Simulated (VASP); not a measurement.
Band structure of GeRh (relaxed from the WC structure, space group P-6m2). All values below come from PBEsol GGA, VASP's PBE PAW potentials (set 64) (plane waves; VASP).

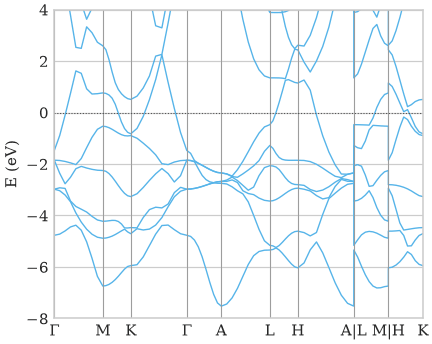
Fig. 1. Bands along high-symmetry lines, zero at the valence-band maximum or, without a gap, the Fermi level

**Question.** Read the plot: is there a gap, and where are the band edges?

**Answer.** It has no gap at this level: it comes out as a metal or semimetal. (Edges off the drawn lines would not show.)

The structure was generated: GeRh was put into the WC type (P-6m2), which need not be its known phase. It was relaxed first, which changed the volume by -12 %. The electron count is odd and the run is not spin-polarised, which forces a metal.
